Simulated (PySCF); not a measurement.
C$_{3}$H$_{7}$ClO$_{3}$Si

The calculation's input:

```
{"job": {"kind": "nmr", "xc": "PBE0", "basis": "pcSseg-1"}, "charge": 0, "multiplicity": 1}
O     -2.924439     0.643529    -0.198522
Si    -1.596063    -0.249102    -0.288545
O     -0.513738     0.411359    -1.324438
C      0.850756     0.157619    -1.165545
C      1.275391     0.385116     0.282982
Cl     3.019451     0.109636     0.434609
C      0.532002    -0.551130     1.232608
O     -0.846231    -0.334056     1.164247
H     -2.902058     1.560435     0.067333
H     -2.054180    -1.547305    -0.740212
H      1.393299     0.836002    -1.831642
H      1.079063    -0.875809    -1.454762
H      1.074760     1.423612     0.561472
H      0.763242    -1.591602     0.972432
H      0.844331    -0.370315     2.266071
```

Run with:

```sh
OMP_NUM_THREADS=1 python probes_run.py task.json out
```

Geometry: GFN2-xTB.

These are results of PySCF, PBE0/pcSseg-1, SCF density, gas phase, non-relativistic, not measurements.

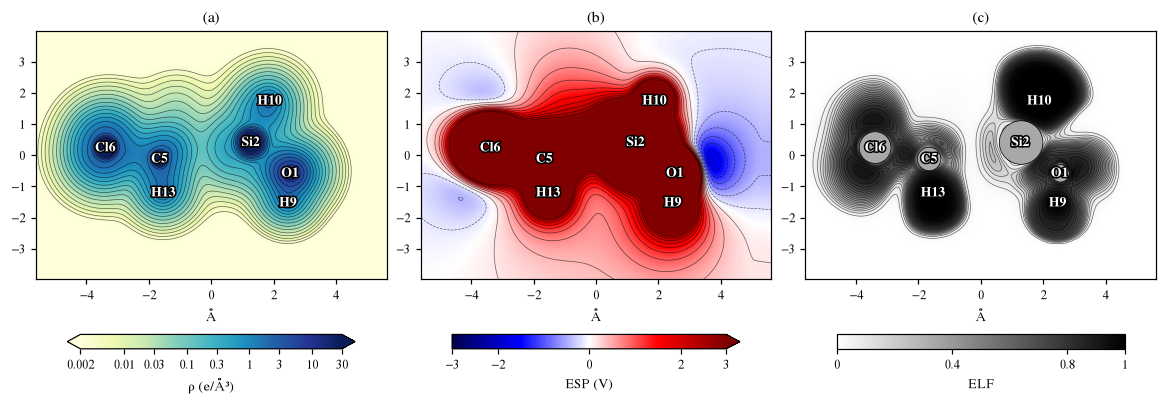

Figure 1. (a) total electron density; (b) molecular electrostatic potential; (c) electron localisation function on the plane of atoms Si2, O1 and H9. Grey discs cover the atomic cores in the ELF map.

**Describe what can be read from this map.**

- The section cuts through O, Si, C, Cl and H sites.
- Si–O (1.60 Å): ρ at the midpoint is about 1.2 e/Å³; the ELF peaks at about 0.85 between the atoms; a polar covalent bond.
- C–Cl (1.77 Å): ρ at the midpoint is about 1.3 e/Å³; the ELF peaks at about 0.90 between the atoms (localised, covalent bonding).
- O–H (0.95 Å): the density is about 3.7 e/Å³ at the midpoint; the ELF climbs to about 1 towards the hydrogen, as it does in any bond to H (an ordinary covalent bond to hydrogen).
- C–H (1.09 Å): ρ is about 2.1 e/Å³ halfway; the ELF climbs to about 1 towards the hydrogen (a covalent bond by its length).
- Si–H (1.45 Å): the density is about 0.86 e/Å³ at the midpoint; the ELF climbs to about 1 towards the hydrogen.
- The ELF also peaks beside O1 and Cl6, away from the bonds: lone-pair regions.
- Outside the dense part of the molecule the potential is most negative (−1.7 V) near O1.

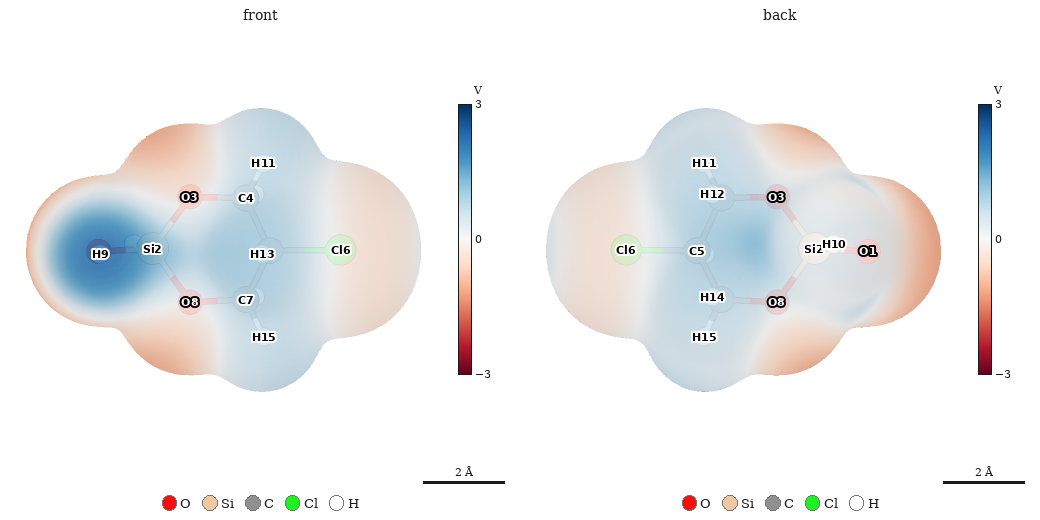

Figure 2. The electrostatic potential painted on the density surface at 0.001 e/bohr³, seen from the front and from behind; red is negative and blue positive.

**Where is the surface potential most negative and most positive?**

The most negative region (about −1.1 V, or −25 kcal/mol for a unit charge) lies over O1, the most positive (about +2.2 V, or +51 kcal/mol for a unit charge) over H9. Cl6 shows a σ-hole: about +0.2 V at the tip opposite its bond, against about −0.2 V on its flanks. O1 is the likeliest acceptor of a hydrogen bond.
